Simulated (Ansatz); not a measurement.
# AlH₂O (doublet): what the fields show

Input file:

```
crystal:
  periodic: [false, false, false]
  atoms:
    - {symbol: Al, position_ang: [0.636761, 0.006708, 2.304799]}
    - {symbol: O, position_ang: [-0.195755, -1.506538, 2.331050]}
    - {symbol: H, position_ang: [1.394689, 0.398276, 3.632857]}
    - {symbol: H, position_ang: [0.542169, 0.820851, 0.955822]}
basis:
  gaussian:
    orbitals: def2-TZVPD
magnetization:
  spin_polarized: true
  initial_magnetization: 1
hamiltonian:
  xc: pbe0
output: {forces: true, orbitals: {seedname: orbitals}}
```

Run with:

```sh
ansatz run input.yaml --threads 1 --pin off --max-ram 2610MiB --events-out events.jsonl --progress --plain --runs-dir runs
```

Geometry: PBE0-D4/def2-TZVP.

Theory: isolated molecule in a Gaussian basis; Kohn-Sham density functional theory, functional PBE0 (Ansatz).

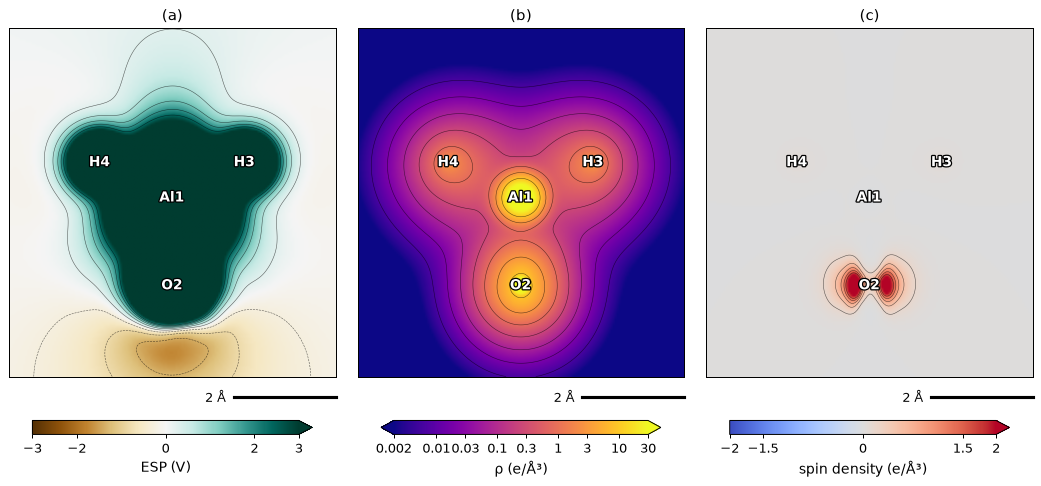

Figure 1. (a) electrostatic potential; (b) electron density; (c) spin density on the molecular plane.

### What do the fields say about this system?

The plane passes through Al, O and H nuclei. Al–O (1.73 Å): ρ is about 0.89 e/Å³ halfway. Al–H (1.58 Å): ρ at the midpoint is about 0.57 e/Å³. The unpaired spin (1 electron) lies mostly on O2 (about 0.9), in electrons by Hirshfeld's partition. Outside the dense part of the molecule the potential is most negative (−1.7 V) near O2.

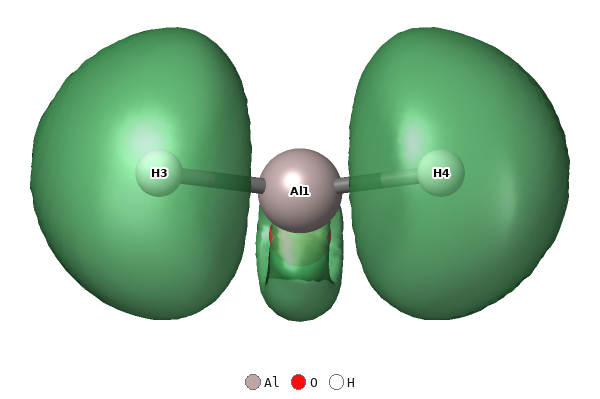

Figure 2. Isosurface of the electron localisation function at 0.85 (green), seen from one side. Core shells and regions of very low density are left out.

### What do the ELF domains correspond to?

The surface consists of two regions around hydrogen nuclei and one region wrapped around O (its valence shell). Profiles from the grid: Al–O (1.73 Å): the ELF peaks at about 0.90 in the valence shell of O, 0.6 Å from its nucleus, and is about 0.50 at the midpoint. Al–H (1.58 Å): the ELF climbs to about 1 towards the hydrogen.

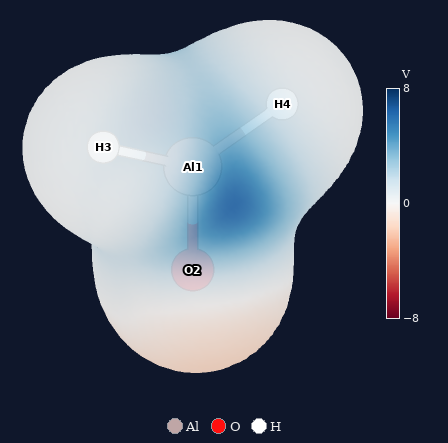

Figure 3. The molecular electrostatic potential painted on the density surface at 0.004 e/bohr³, seen at a tilt; red is negative and blue positive.

### Which sites attract a positive test charge, and which a negative one?

A positive charge is drawn to the negative regions and a negative charge to the positive ones. The most negative region (about −1.6 V) lies over O2, the most positive (about +6.1 V) over Al1. O2 is the likeliest acceptor of a hydrogen bond.

### What dipole moment does the calculation give?

Its dipole moment is 1.80 D.

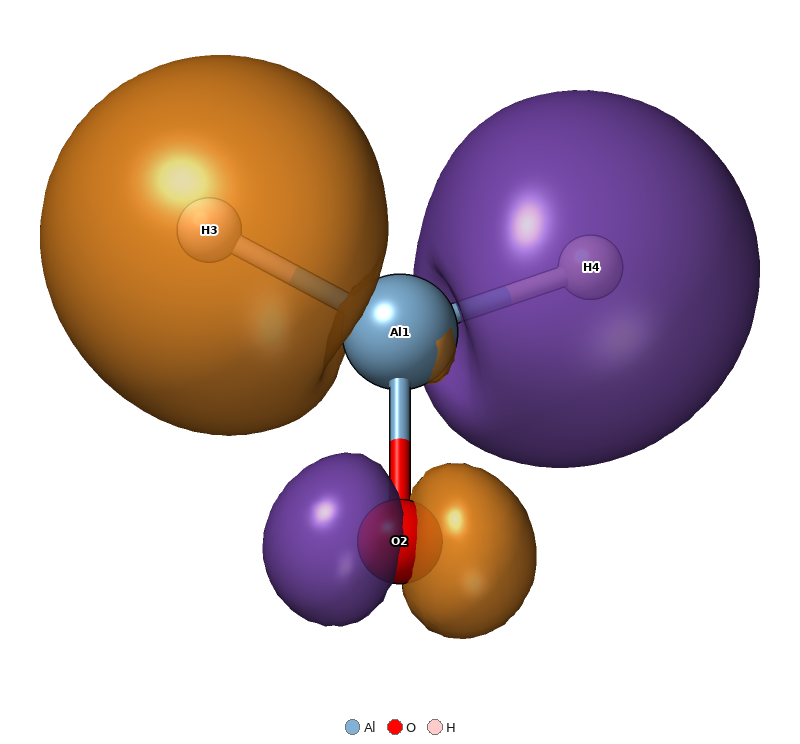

Figure 4. The HOMO (α) at ±0.08 Å⁻³ᐟ² (orange and purple are the two phases), seen at a tilt.

### Describe this orbital and give its energy.

It lies mainly on Al1 (about 35 %), H3 (about 30 %), H4 (about 30 %) and O2 (about 5 %); it is symmetric in the molecular plane (an in-plane orbital: σ, lone-pair or in-plane π type). Its energy is −9.04 eV.
